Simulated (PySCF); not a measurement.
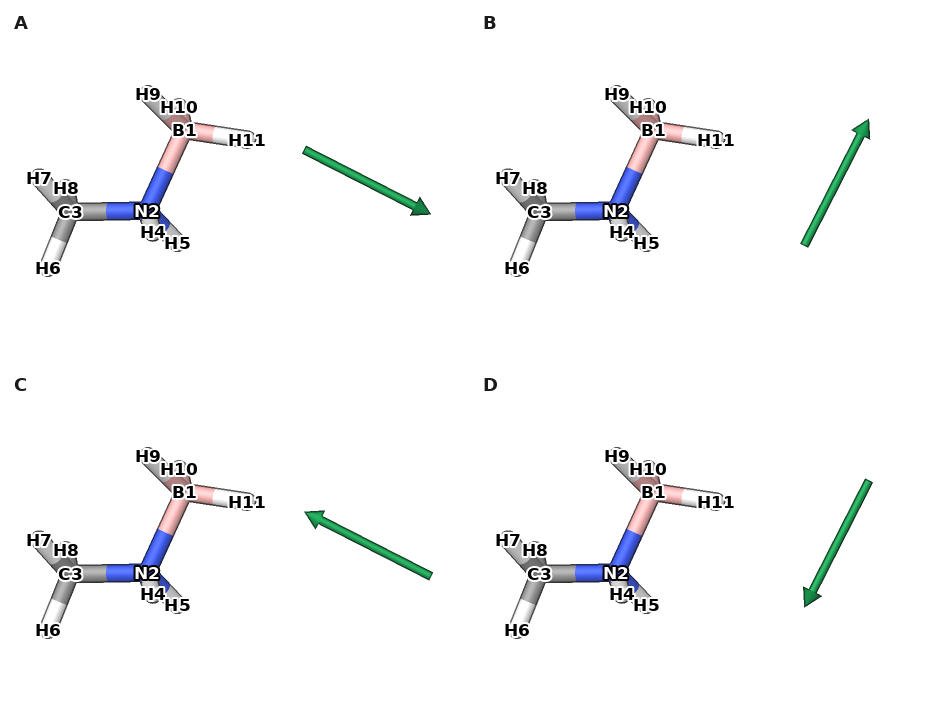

The same molecule four times, each with an arrow. The computed structure is the end point of a PBE0-D3(BJ)/def2-SVP optimisation. No frequency run is at hand to confirm it as a minimum. Method: PBE0/pcSseg-1, gas phase (PySCF 2.14.0).

Which arrow points along the dipole moment, from the negative to the positive end?

Answer. D. The dipole moment is 5.61 D; it points from the side of H9, H10, H11 to the side of H6 (the outermost atoms at the two ends).
